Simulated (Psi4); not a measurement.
# CH2AlN (SMILES N#[C][AlH2]) at CCSD(T)/aug-cc-pVDZ

Aim: the energy change on altering one bond length of CH2AlN at CCSD(T)/aug-cc-pVDZ, from 2 runs. 

The results are computed with Psi4 1.11.

4 further runs of the same task are left out: 3 that didn't finish, 1 set aside as unsound or not needed.

## 1. The system as given

CH2AlN has 5 atoms, charge 0, and is taken as a singlet. As SMILES, `N#[C][AlH2]`. The coordinates come from a PBE0-D4/def2-TZVP relaxation.

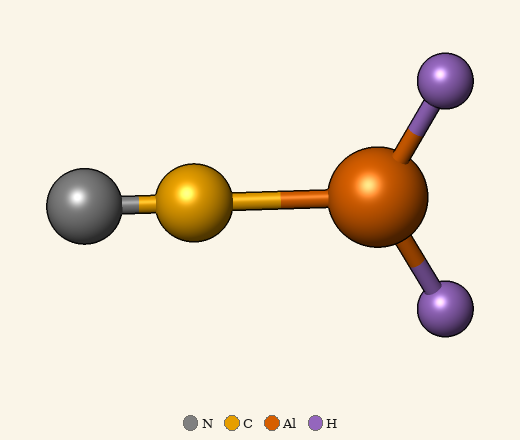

Viewed from a chosen angle; nitrogen grey, carbon amber, aluminium orange, hydrogen purple.

## 2. The energy at CCSD(T)/aug-cc-pVDZ

The input, ch2aln.inp:

```
memory 2200 MB

molecule molecule1 {
  N      1.382300    -1.346000     1.394200
  C      0.714200    -0.698000     0.711800
  Al    -0.407200     0.390000    -0.434600
  H     -1.629700    -0.322900    -1.120200
  H     -0.009700     1.903200    -0.592600
  symmetry c1
}

set basis aug-cc-pVDZ
set puream true
set e_convergence 1e-09
set d_convergence 1e-08
set scf_type pk
set num_frozen_docc 7

e_tot = energy('ccsd(t)')
```

Run with:

```
$ psi4 ch2aln.inp ch2aln.out -n 1
```

ch2aln.out:

```text
[...]
  Running in c1 symmetry.
[...]
  Nuclear repulsion =   69.014155576228063
[...]
  Multiplicity = 1
[...]
  Nalpha       = 14
  Nbeta        = 14
[...]
    Number of basis functions: 91
[...]
   @RHF iter   1:  -335.35550745908432   -1.25868e+00   3.11643e-03 DIIS/ADIIS
[...]
   @RHF iter  11:  -335.40501160021734   -5.17275e-12   3.06657e-09 DIIS
[...]
    Orbital Energies [Eh]
    ---------------------
    Doubly Occupied:
       1A    -58.529890     2A    -15.592016     3A    -11.252782
       4A     -4.943548     5A     -3.258768     6A     -3.256678
       7A     -3.255404     8A     -1.220774     9A     -0.700836
      10A     -0.573794    11A     -0.512837    12A     -0.489382
      13A     -0.476499    14A     -0.453978
[...]
  @RHF Final Energy:  -335.40501160021734
   => Energetics <=
    Nuclear Repulsion Energy =             69.0141555762280632
    One-Electron Energy =                -599.8039646876176221
    Two-Electron Energy =                 195.3847975111721951
    Total Energy =                       -335.4050116002173354
[...]
 Multipole Moments:
 ------------------------------------------------------------------------------------
     Multipole            Electronic (a.u.)      Nuclear  (a.u.)        Total (a.u.)
 ------------------------------------------------------------------------------------
 L = 1.  Multiply by 2.5417464519 to convert [e a0] to [Debye]
 Dipole X            :          0.5913459           -1.4258200           -0.8344741
 Dipole Y            :         -0.5735694            1.3831863            0.8096169
 Dipole Z            :          0.6050651           -1.4576532           -0.8525881
 Magnitude           :                                                    1.4417812
[...]
      * MP2 total energy                      = -335.758185840817134
[...]
      * CCSD total energy                     = -335.779642985961573
[...]
      * CCSD(T) total energy                  = -335.795278227186884
[...]
```

Run time: 2.3 min. Hardware: 1 thread of Intel Xeon at 2.50GHz (Skylake/Cascade Lake), shared host; peak memory 0.76 GiB.

## 3. The distorted shape at the same level

The input, input.in:

```
memory 2200 MB

molecule system {
  N      5.15511996    -5.01078456     5.23429948
  C      3.89259393    -3.78624204     3.94475037
  Al    -0.76949648     0.73699319    -0.82127497
  H     -3.07968667    -0.61019257    -2.11687120
  H     -0.01833034     3.59652676    -1.11985170
  units bohr
  symmetry c1
}

set {
  basis aug-cc-pVDZ
  reference rhf
  puream true
  e_convergence 1e-09
  d_convergence 1e-08
  scf_type pk
  num_frozen_docc 7
}

energy_value, wavefunction = energy("ccsd(t)", return_wfn=True)
```

Run with:

```
$ psi4 -i input.in -o input.out -n 1
```

input.out:

```text
[...]
  Running in c1 symmetry.
[...]
  Nuclear repulsion =   49.172828929142881
[...]
  Multiplicity = 1
[...]
  Nalpha       = 14
  Nbeta        = 14
[...]
    Number of basis functions: 91
[...]
   @RHF iter   1:  -335.10387563804773   -1.40996e+00   4.60545e-03 DIIS/ADIIS
[...]
   @RHF iter  11:  -335.21857355717390   -3.62661e-11   5.43541e-09 DIIS
[...]
    Orbital Energies [Eh]
    ---------------------
    Doubly Occupied:
       1A    -58.689191     2A    -15.446261     3A    -11.137142
       4A     -5.093871     5A     -3.407671     6A     -3.406039
       7A     -3.404236     8A     -1.088753     9A     -0.675301
      10A     -0.562947    11A     -0.483445    12A     -0.346255
      13A     -0.346252    14A     -0.343745
[...]
  @RHF Final Energy:  -335.21857355717390
   => Energetics <=
    Nuclear Repulsion Energy =             49.1728289291428808
    One-Electron Energy =                -559.9205884108355349
    Two-Electron Energy =                 175.5291859245187140
    Total Energy =                       -335.2185735571739542
[...]
 Multipole Moments:
 ------------------------------------------------------------------------------------
     Multipole            Electronic (a.u.)      Nuclear  (a.u.)        Total (a.u.)
 ------------------------------------------------------------------------------------
 L = 1.  Multiply by 2.5417464519 to convert [e a0] to [Debye]
 Dipole X            :         -1.9598316           -2.0307001           -3.9905317
 Dipole Y            :          1.9015416            1.9700509            3.8715925
 Dipole Z            :         -2.0029371           -2.0760183           -4.0789555
 Magnitude           :                                                    6.8957559
[...]
      * MP2 total energy                      = -335.573088176873398
[...]
      * CCSD total energy                     = -335.601704974893948
[...]
      * CCSD(T) total energy                  = -335.625491116797889
[...]
```

It took 1.9 min on 1 thread of Intel Xeon at 2.50GHz (Skylake/Cascade Lake), shared host; peak memory 0.78 GiB.

## 4. Outcome

Level: CCSD(T)/aug-cc-pVDZ, 7 core orbitals frozen.

| quantity | value |
| --- | --- |
| first shape: total energy | -335.79528 Eh |
| first shape: HOMO energy (Hartree–Fock orbitals) | -12.35 eV |
| first shape: LUMO energy (Hartree–Fock orbitals) | -0.02 eV |
| first shape: HOMO–LUMO gap (Hartree–Fock orbitals) | 12.34 eV |
| first shape: correlation energy (7 core orbitals frozen) | -390.3 mEh |
| first shape: (T) correction | -15.64 mEh |
| first shape: T1 diagnostic | 0.013 |
| distorted shape: total energy | -335.62549 Eh |
| distorted shape: HOMO energy (Hartree–Fock orbitals) | -9.35 eV |
| distorted shape: LUMO energy (Hartree–Fock orbitals) | -2.85 eV |
| distorted shape: HOMO–LUMO gap (Hartree–Fock orbitals) | 6.51 eV |
| distorted shape: correlation energy (7 core orbitals frozen) | -406.9 mEh |
| distorted shape: (T) correction | -23.79 mEh |
| distorted shape: T1 diagnostic | 0.075 |
| energy change with the C2–Al3 bond stretched from 1.938 to 4.263 Å | 4.620 eV |

With the C2–Al3 bond stretched from 1.938 to 4.263 Å the energy rises by 4.62 eV (107 kcal/mol). The first shape isn't relaxed at this level, so the change isn't measured from a minimum. The triples (first shape) make up 4.0 % of the correlation energy. The T1 diagnostic (distorted shape) of 0.075 is above the customary mark for such species, so a single reference may not serve. The triples (distorted shape) make up 5.8 % of the correlation energy.
